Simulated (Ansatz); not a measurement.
**HSE06/6-31G(d) (spherical functions) run of CH6BNO2 (SMILES COB(N)O)**

What is the vertical ionisation energy of CH6BNO2 at HSE06/6-31G* (spherical functions)? 

The calculation is run with Ansatz 0.2.0.

131 further runs of the same task are left out: 1 that didn't finish, 130 set aside as unsound or not needed.

### Step 1. Starting point

CH6BNO2 has 11 atoms, charge 0, and is taken as a singlet. SMILES: `COB(N)O`. The coordinates come from a PBE0-D4/def2-TZVP relaxation. This is one conformer, not always the lowest.

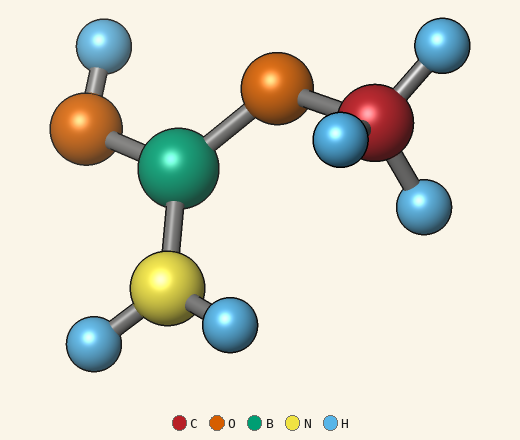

Viewed from a chosen angle; carbon red, oxygen orange, boron teal, nitrogen yellow, hydrogen blue.

### Step 2. A single-point energy at HSE06/6-31G(d) (spherical functions)

File job.yaml:

```yaml
crystal:
  periodic: [false, false, false]
  atoms:
    - {symbol: C, position_ang: [0.713500, 0.851600, 1.129700]}
    - {symbol: O, position_ang: [-0.446700, 0.102500, 0.878500]}
    - {symbol: B, position_ang: [-0.644000, -0.506700, -0.338400]}
    - {symbol: N, position_ang: [0.275800, -0.431900, -1.403700]}
    - {symbol: O, position_ang: [-1.801000, -1.223100, -0.514800]}
    - {symbol: H, position_ang: [0.801300, 1.701800, 0.443100]}
    - {symbol: H, position_ang: [0.654400, 1.238600, 2.147600]}
    - {symbol: H, position_ang: [1.616900, 0.236000, 1.047600]}
    - {symbol: H, position_ang: [1.144100, 0.066300, -1.366900]}
    - {symbol: H, position_ang: [0.095200, -0.890900, -2.277500]}
    - {symbol: H, position_ang: [-2.344100, -1.201100, 0.275400]}
basis:
  gaussian:
    orbitals: 6-31G_st_-spherical.json
hamiltonian:
  xc: hse06
accuracy: high
output: {orbitals: {seedname: orbitals}}
```

The basis set 6-31G* is read from a file made from the Basis Set Exchange's data (not shown).

Launch:

```console
$ ansatz run job.yaml --threads 1 --pin off --max-ram 3480MiB --events-out events.jsonl --progress --plain --runs-dir runs
```

Output:

```text
Warning: RAYON_NUM_THREADS=1 ignored (pool sized by the plan → 1); use --threads N
Functional definition: HSE06
  name "HSE06"
  parameter a = 0.25
  parameter omega = 0.11/bohr
  exchange = pbe_x - a*pbe_x_sr(omega) + a*exact_x_sr(omega)
  correlation = pbe_c
1994 factors; integrals over basis functions are off by at most 3.4e-9 eV
102 factors; integrals over basis functions are off by at most 7.7e-10 eV
mean field evaluation 1: about -7380.6591 eV, gradient 6.8e1 eV
mean field evaluation 2: about -7375.5410 eV, gradient 8.5e1 eV
mean field evaluation 4: about -7389.3818 eV, gradient 2.1e0 eV
mean field evaluation 8: about -7389.7018 eV, gradient 2.3e-1 eV
mean field evaluation 16: about -7389.7019 eV, gradient 5.6e-5 eV
mean field -7389.70190229 eV, -271.5665359892 hartree, gradient 5.5e-8 eV, S^2 0.000000; 0 other end points of the search recorded, 0 dependent functions left out
reference -7389.70190476 eV, -271.5665360799 hartree; 20, 20 occupied and 62, 62 virtual orbitals, 1994 factors
Total energy: -7389.70190476 eV, -271.5665360799 hartree
```

Wall time 8.1 s (1 thread of Arm Neoverse V1, shared host); peak memory 0.28 GiB.

### Step 3. The doublet cation, same level

Edit job.yaml of step 2 so:

```diff
@@ -17,2 +17,6 @@
     orbitals: 6-31G_st_-spherical.json
+total_charge: 1
+magnetization:
+  spin_polarized: true
+  initial_magnetization: 1
 hamiltonian:
```

The basis set 6-31G* is read from a file made from the Basis Set Exchange's data (not shown).

Launch:

```console
$ ansatz run job.yaml --threads 1 --pin off --max-ram 3480MiB --events-out events.jsonl --progress --plain --runs-dir runs
```

Output, shortened:

```text
Warning: RAYON_NUM_THREADS=1 ignored (pool sized by the plan → 1); use --threads N
[... 6 set-up lines as earlier in the session ...]
1993 factors; integrals over basis functions are off by at most 3.4e-9 eV
102 factors; integrals over basis functions are off by at most 7.7e-10 eV
mean field evaluation 1: about -7367.5097 eV, gradient 5.7e1 eV
mean field evaluation 2: about -7352.4038 eV, gradient 8.2e1 eV
mean field evaluation 4: about -7379.5282 eV, gradient 9.9e0 eV
mean field evaluation 8: about -7380.0710 eV, gradient 1.1e0 eV
mean field evaluation 16: about -7380.0984 eV, gradient 1.4e-3 eV
mean field evaluation 32: about -7379.8758 eV, gradient 1.6e0 eV
mean field -7380.09837841 eV, -271.2136129962 hartree, gradient 3.3e-8 eV, S^2 0.761341; 5 other end points of the search recorded, 0 dependent functions left out
reference -7380.09838077 eV, -271.2136130831 hartree; 20, 19 occupied and 62, 63 virtual orbitals, 1993 factors
Total energy: -7380.09838077 eV, -271.2136130831 hartree
```

Run time: 18 s. Hardware: 1 thread of Arm Neoverse V1, shared host; peak memory 0.4 GiB.

### Step 4. Results

Level: HSE06/6-31G* (spherical functions).

| quantity | value |
| --- | --- |
| singlet CH6BNO2: total energy | -271.56654 Eh |
| singlet CH6BNO2: HOMO energy | -6.70 eV |
| singlet CH6BNO2: LUMO energy | 2.14 eV |
| singlet CH6BNO2: HOMO–LUMO gap | 8.85 eV |
| doublet cation: total energy | -271.21361 Eh |
| doublet cation: HOMO energy (highest over α and β) | -13.27 eV |
| doublet cation: LUMO energy (lowest over α and β) | -12.41 eV |
| doublet cation: ⟨S²⟩ | 0.761 |
| vertical ionisation energy (to the doublet cation) | 9.604 eV |

**Reading.** The vertical ionisation energy comes to 9.60 eV (927 kJ/mol). The negative HOMO energy of the first species, 6.70 eV, lies 2.90 eV below that difference.
